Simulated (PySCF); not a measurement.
Vertical excitations of a molecule C4H4ClF from TDA-CAM-B3LYP/def2-SVPD (PySCF), as energy in eV (oscillator strength): 6.88 (0.281), 7.16 (0.006), 7.20 (0.055), 7.45 (0.005), 7.65 (0.002), 7.86 (0.013), 7.99 (0.019), 8.28 (0.019), 8.29 (0.010), 8.84 (0.008). Lowest triplet (TDA): 4.08 eV. Coordinates come from a TPSSh-D3(BJ)/def2-SVP optimisation. The values are those of a single conformer.

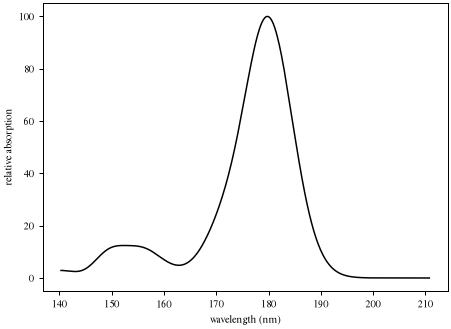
Figure: The lines broadened by 0.4 eV.

Q: Which molecule gave these data?
(A) C=C=C[C@H](F)Cl
(B) C=C(F)C(=C)Cl
(C) CC(F)=C=CCl
(D) F[C@H]1C=C(Cl)C1

A: D, F[C@H]1C=C(Cl)C1
